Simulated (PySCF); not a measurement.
# C3H7NSSi: the cost of one run

Computed with PySCF 2.14.0, with density-fitted response routines of our own, on a single molecule in the gas phase. Atoms are numbered from 0 throughout.

## 1. Starting geometry

13 atoms, charge 0, multiplicity 1; geometry from: GFN2-xTB. The atoms were then displaced at random by about 0.01 Å, so the start is not that level's minimum.

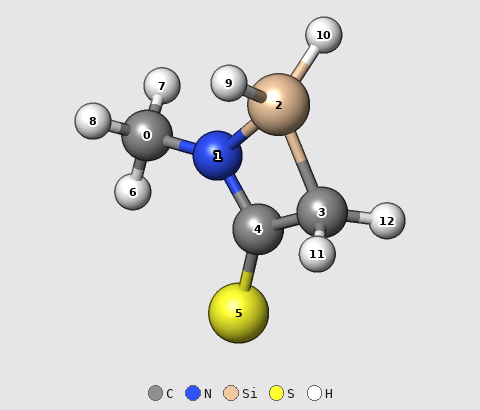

As it starts; carbon grey, nitrogen blue, silicon light orange, sulfur yellow, hydrogen white, atoms numbered.

## 2. Geometry optimisation at PBE0-D3(BJ)/def2-SVP

The job: settings as JSON, then the geometry in Å.

```
{"job": {"xc": "PBE0", "basis": "def2-SVP", "d3": "d3bj", "grid": 1, "shake": 0.01, "kind": "geom"}, "charge": 0, "multiplicity": 1}
C      1.833670     0.201970     0.456130
N      0.428480     0.006530     0.116000
Si    -0.731720    -1.331950     0.113430
C     -1.654640     0.183500    -0.521930
C     -0.409950     0.959280    -0.361150
S     -0.096690     2.535000    -0.644640
H      2.069360     1.271910     0.267710
H      2.470340    -0.402970    -0.165370
H      1.985630     0.000690     1.523180
H     -0.987000    -1.817040     1.479520
H     -0.349370    -2.375120    -0.818220
H     -2.490050     0.570960     0.104020
H     -2.062250     0.180370    -1.559010
```

Command:

```bash
$ OMP_NUM_THREADS=1 python probes_run.py task.json out
```

One launch serves the whole session: the jobs run in the order shown.

Q: Estimate the wall time and peak memory of this first job on 1 thread of Arm Neoverse V1, shared host.

About 57 s, with a peak of 0.51 GiB.
